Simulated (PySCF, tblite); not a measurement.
# 2-methoxyethyl vinyl ether (C₅H₁₀O₂): a rotation path, then NMR shifts on frames, part 1 of 2

Aim: move 2-methoxyethyl vinyl ether (C₅H₁₀O₂) (`C=COCCOC`) away from its starting geometry and see how NMR shifts follow the geometry.

Computed with tblite 0.8.0 and PySCF 2.14.0, with density-fitted response routines of our own, on a single molecule in the gas phase. Atoms count from 0, in the outputs and in this text.

**1. The starting structure**

17 atoms, charge 0, multiplicity 1; geometry from: GFN2-xTB.

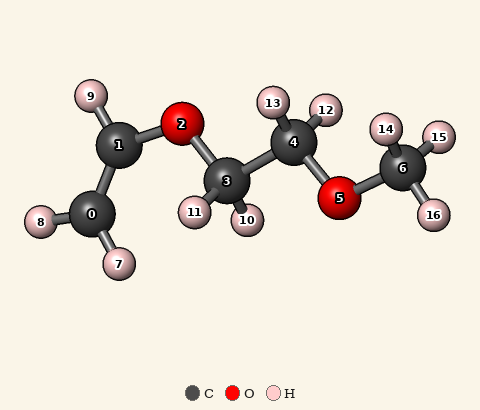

As it starts; carbon dark grey, oxygen red, hydrogen pink, atoms numbered; sticks join atoms by distance.

**2. A band between two rotamers with GFN2-xTB**

The job: settings as JSON, then the geometry in Å.

```
{"job": {"kind": "neb", "xc": "GFN2-xTB", "basis": "xTB", "atoms": [4, 3, 2, 1], "turn": 120}, "charge": 0, "multiplicity": 1}
C     -3.194331    -0.789345    -0.102703
C     -2.704292     0.396552     0.220026
O     -1.409790     0.777529     0.337871
C     -0.417882    -0.195010     0.090478
C      0.938600     0.472601     0.288252
O      1.947253    -0.476918     0.044167
C      3.238757     0.052727     0.204620
H     -2.579614    -1.642725    -0.323225
H     -4.257067    -0.932077    -0.154303
H     -3.343897     1.241622     0.437280
H     -0.493929    -0.577456    -0.935274
H     -0.517518    -1.038421     0.785176
H      1.030287     1.324241    -0.402863
H      1.008813     0.859897     1.316223
H      3.394373     0.416738     1.227801
H      3.418324     0.878894    -0.494504
H      3.934915    -0.756819    -0.002699
```

With the program's defaults for keys left out, this is: GFN2-xTB climbing-image nudged elastic band, gas phase.

Started as:

```sh
$ OMP_NUM_THREADS=1 python probes_run.py task.json out
```

One launch serves the whole session: the jobs run in the order shown.

Log:

```text
image   E - E0 / eV
  0       0.0000
  1       0.0097
  2       0.0356
  3       0.0639
  4       0.0785
  5       0.0689
  6       0.0386
  7       0.0055
  8      -0.0101
```

Wall time 11 s (1 thread of AMD EPYC, shared host); peak memory 0.18 GiB.

The final band, with the dihedral C4–C3–O2–C1:

```tsv
image	dihedral (°)	energy (eV)	energy (kcal/mol)
0	-180	0.000	0.0
1	-168	0.010	0.2
2	-155	0.036	0.8
3	-141	0.064	1.5
4	-127	0.078	1.8
5	-113	0.069	1.6
6	-100	0.039	0.9
7	-88	0.005	0.1
8	-81	-0.010	-0.2
```

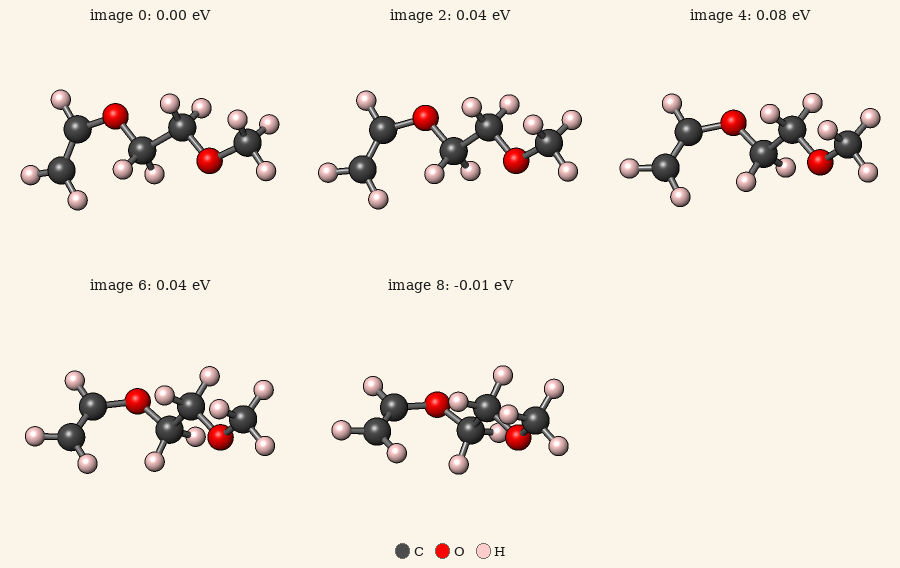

Images along the band.

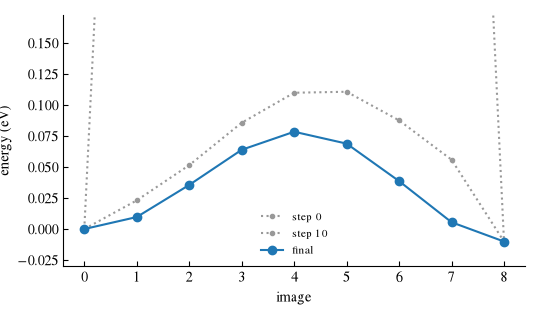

Energy along the band, early and final.

**3. Shielding tensors: image 0, PBE0/pcSseg-1**

The job: settings as JSON, then the geometry in Å.

```
{"job": {"kind": "nmr", "xc": "PBE0", "basis": "pcSseg-1", "pop": false}, "charge": 0, "multiplicity": 1}
C     -3.194300    -0.789300    -0.102700
C     -2.704300     0.396600     0.220000
O     -1.409800     0.777500     0.337900
C     -0.417900    -0.195000     0.090500
C      0.938600     0.472600     0.288300
O      1.947300    -0.476900     0.044200
C      3.238800     0.052700     0.204600
H     -2.579600    -1.642700    -0.323200
H     -4.257100    -0.932100    -0.154300
H     -3.343900     1.241600     0.437300
H     -0.493900    -0.577500    -0.935300
H     -0.517500    -1.038400     0.785200
H      1.030300     1.324200    -0.402900
H      1.008800     0.859900     1.316200
H      3.394400     0.416700     1.227800
H      3.418300     0.878900    -0.494500
H      3.934900    -0.756800    -0.002700
```

Level: GIAO PBE0/pcSseg-1 NMR shielding, non-relativistic, gas phase.

Log:

```text
coarse grid: 13808 points
cycle   1  E = -346.3553813898  dE =  8.555e-01  |g| = 6.690e-01  |ddm| = 3.452e+00
cycle   2  E = -346.2937454053  dE =  6.164e-02  |g| = 9.013e-01  |ddm| = 1.187e+00
cycle   3  E = -346.4389992395  dE = -1.453e-01  |g| = 8.986e-02  |ddm| = 7.344e-01
cycle   4  E = -346.4403219578  dE = -1.323e-03  |g| = 3.262e-02  |ddm| = 7.089e-02
cycle   5  E = -346.4405455809  dE = -2.236e-04  |g| = 1.119e-02  |ddm| = 2.903e-02
cycle   6  E = -346.4405722619  dE = -2.668e-05  |g| = 4.560e-03  |ddm| = 1.186e-02
cycle   7  E = -346.4405768983  dE = -4.636e-06  |g| = 9.655e-04  |ddm| = 3.891e-03
final grid: 132176 points
cycle   8  E = -346.5044751658  dE = -4.102e-05  |g| = 1.363e-02  |ddm| = 3.188e-02
cycle   9  E = -346.5044424504  dE =  3.272e-05  |g| = 1.944e-02  |ddm| = 1.802e-02
cycle  10  E = -346.5045094324  dE = -6.698e-05  |g| = 1.958e-03  |ddm| = 1.144e-02
cycle  11  E = -346.5045103028  dE = -8.704e-07  |g| = 3.444e-04  |ddm| = 1.847e-03
cycle  12  E = -346.5045103211  dE = -1.824e-08  |g| = 1.904e-04  |ddm| = 3.912e-04
cycle  13  E = -346.5045103289  dE = -7.829e-09  |g| = 2.232e-05  |ddm| = 1.561e-04
cycle  14  E = -346.5045103290  dE = -7.162e-11  |g| = 1.080e-05  |ddm| = 2.301e-05
converged SCF energy = -346.5045103290

GIAO shielding tensors (ppm)
atom      isotropic    diamagn.    paramagn.     s11        s22        s33       span
  0 C       99.232     258.264    -159.032      6.840    115.626    175.231    168.391
  1 C       27.097     246.232    -219.135    -81.744     58.734    104.302    186.046
  2 O      206.679     399.097    -192.418     94.346    237.497    288.193    193.847
  3 C      119.398     250.602    -131.205     98.912     99.375    159.907     60.994
  4 C      111.179     246.727    -135.547     77.587     91.416    164.536     86.950
  5 O      320.950     398.091     -77.141    298.993    313.530    350.328     51.335
  6 C      124.823     241.868    -117.045     94.009     96.875    183.586     89.577
  7 H       27.574      33.637      -6.064     25.283     25.338     32.100      6.817
  8 H       27.516      27.446       0.070     26.104     26.233     30.212      4.109
  9 H       24.975      28.263      -3.288     21.547     25.966     27.411      5.863
 10 H       27.917      34.181      -6.263     24.303     28.538     30.912      6.609
 11 H       27.918      33.841      -5.923     24.303     28.547     30.902      6.599
 12 H       28.031      32.298      -4.267     24.739     27.986     31.367      6.628
 13 H       28.032      32.051      -4.018     24.747     27.987     31.363      6.616
 14 H       28.280      27.837       0.443     24.725     25.902     34.212      9.487
 15 H       28.275      28.054       0.220     24.712     25.899     34.213      9.501
 16 H       27.735      27.485       0.250     23.746     25.346     34.114     10.368
```

Wall time 47 s (1 thread of AMD EPYC, shared host); peak memory 0.75 GiB.

Shifts follow as δ = σ(reference) − σ, with reference shieldings (ppm) from runs at the same level and on the same kind of geometry: 1H TMS 31.72, 13C TMS 186.9, 17O H2O 336.1. The references are single molecules in the gas phase, so shifts against H2O, NH3, PH3, H3PO4 or CFCl3 are not on the usual liquid scales and can be off by tens of ppm. Each atom is listed at this fixed geometry, with no averaging over motion; a spectrum would average atoms that exchange fast.

```tsv
atoms	environment	σ (ppm)	δ (ppm)
C1	alkene carbon bearing oxygen	27.1	159.8
C0	β carbon of an enol-ether or enamine type C=C	99.2	87.7
C4	sp3 CH2 bonded to O	111.2	75.7
C3	sp3 CH2 bonded to O	119.4	67.5
C6	methyl carbon bonded to O	124.8	62.1
H9	hydrogen on an alkene carbon bearing oxygen	24.97	6.74
H8	hydrogen on a β carbon of an enol-ether or enamine type C=C	27.52	4.20
H7	hydrogen on a β carbon of an enol-ether or enamine type C=C	27.57	4.14
H16	hydrogen on a methyl carbon bonded to O	27.74	3.98
H10	hydrogen on an sp3 CH2 bonded to O	27.92	3.80
H11	hydrogen on an sp3 CH2 bonded to O	27.92	3.80
H12	hydrogen on an sp3 CH2 bonded to O	28.03	3.69
H13	hydrogen on an sp3 CH2 bonded to O	28.03	3.68
H15	hydrogen on a methyl carbon bonded to O	28.27	3.44
H14	hydrogen on a methyl carbon bonded to O	28.28	3.44
O2	ether oxygen	206.7	129.4
O5	ether oxygen	321.0	15.1
```

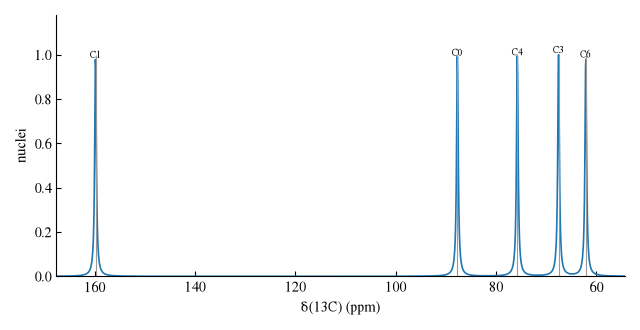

13C lines at the computed shifts, without couplings. Lines are broadened to a width of 0.39 ppm (Lorentzian).

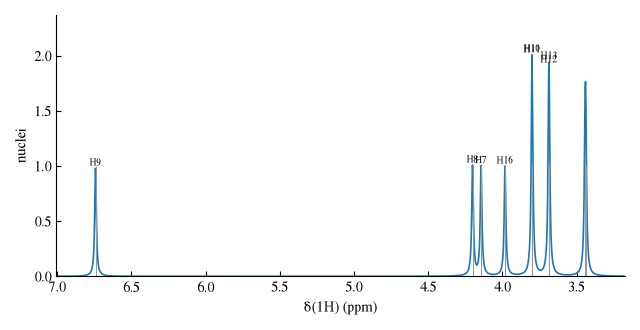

1H lines at the computed shifts, without couplings. Lines are broadened to a width of 0.01 ppm (Lorentzian).

**4. NMR shieldings: image 2, PBE0/pcSseg-1**

The job: settings as JSON, then the geometry in Å.

```
{"job": {"kind": "nmr", "xc": "PBE0", "basis": "pcSseg-1", "pop": false}, "charge": 0, "multiplicity": 1}
C     -3.149000    -0.855500     0.187800
C     -2.691500     0.386100     0.202800
O     -1.432600     0.845400     0.004200
C     -0.408100    -0.090600    -0.254100
C      0.923400     0.520500     0.171900
O      1.931000    -0.432000    -0.068200
C      3.203700    -0.001200     0.341900
H     -2.538000    -1.716100    -0.015700
H     -4.186500    -1.042400     0.390100
H     -3.343100     1.227600     0.399600
H     -0.379200    -0.336900    -1.322900
H     -0.559300    -1.013300     0.314600
H      1.115200     1.444400    -0.393100
H      0.877500     0.778000     1.241500
H      3.229000     0.191100     1.421600
H      3.505200     0.912200    -0.185000
H      3.895300    -0.805200     0.099400
```

With the program's defaults for keys left out, this is: GIAO PBE0/pcSseg-1 NMR shielding, non-relativistic, gas phase.

Log:

```text
coarse grid: 13808 points
cycle   1  E = -346.3538560158  dE =  8.552e-01  |g| = 6.696e-01  |ddm| = 3.447e+00
cycle   2  E = -346.2924777288  dE =  6.138e-02  |g| = 9.007e-01  |ddm| = 1.190e+00
cycle   3  E = -346.4375290565  dE = -1.451e-01  |g| = 9.075e-02  |ddm| = 7.396e-01
cycle   4  E = -346.4388844489  dE = -1.355e-03  |g| = 3.258e-02  |ddm| = 7.193e-02
cycle   5  E = -346.4391067479  dE = -2.223e-04  |g| = 1.104e-02  |ddm| = 2.884e-02
cycle   6  E = -346.4391325465  dE = -2.580e-05  |g| = 4.568e-03  |ddm| = 1.169e-02
cycle   7  E = -346.4391372368  dE = -4.690e-06  |g| = 9.910e-04  |ddm| = 3.932e-03
final grid: 132176 points
cycle   8  E = -346.5026652327  dE = -3.179e-05  |g| = 1.368e-02  |ddm| = 2.401e-02
cycle   9  E = -346.5026316384  dE =  3.359e-05  |g| = 1.959e-02  |ddm| = 1.816e-02
cycle  10  E = -346.5026995288  dE = -6.789e-05  |g| = 1.943e-03  |ddm| = 1.162e-02
cycle  11  E = -346.5027003898  dE = -8.611e-07  |g| = 3.401e-04  |ddm| = 1.822e-03
cycle  12  E = -346.5027004090  dE = -1.922e-08  |g| = 1.661e-04  |ddm| = 3.688e-04
cycle  13  E = -346.5027004151  dE = -6.013e-09  |g| = 2.117e-05  |ddm| = 1.378e-04
cycle  14  E = -346.5027004151  dE = -6.207e-11  |g| = 1.073e-05  |ddm| = 2.114e-05
converged SCF energy = -346.5027004151

GIAO shielding tensors (ppm)
atom      isotropic    diamagn.    paramagn.     s11        s22        s33       span
  0 C       99.960     258.274    -158.315      5.478    117.772    176.629    171.151
  1 C       27.535     245.976    -218.441    -81.014     59.452    104.168    185.182
  2 O      210.507     398.762    -188.254     99.157    236.159    296.207    197.049
  3 C      120.567     250.034    -129.467     93.103    106.798    161.800     68.698
  4 C      111.386     247.427    -136.041     78.089     91.186    164.884     86.795
  5 O      320.586     398.420     -77.834    298.206    313.403    350.150     51.944
  6 C      125.031     241.899    -116.868     94.118     97.294    183.682     89.564
  7 H       27.510      33.600      -6.090     24.777     25.724     32.030      7.252
  8 H       27.518      27.469       0.050     26.088     26.308     30.159      4.071
  9 H       25.042      28.226      -3.184     21.512     26.115     27.500      5.988
 10 H       27.922      32.716      -4.794     24.182     27.825     31.759      7.577
 11 H       27.716      35.028      -7.312     23.344     29.234     30.568      7.224
 12 H       27.960      32.042      -4.081     24.679     27.809     31.393      6.714
 13 H       28.252      32.578      -4.326     25.128     28.252     31.375      6.247
 14 H       28.290      28.204       0.086     24.665     26.005     34.199      9.534
 15 H       28.289      27.835       0.454     24.722     25.850     34.296      9.574
 16 H       27.739      27.548       0.191     23.753     25.326     34.139     10.386
```

Wall time 46 s (1 thread of AMD EPYC, shared host); peak memory 0.77 GiB.

In short: δ C1 159.4, C0 87.0, C4 75.5, C3 66.4, H9 6.67, H7 4.21 ppm.

(Continued in part 2 of 2.)
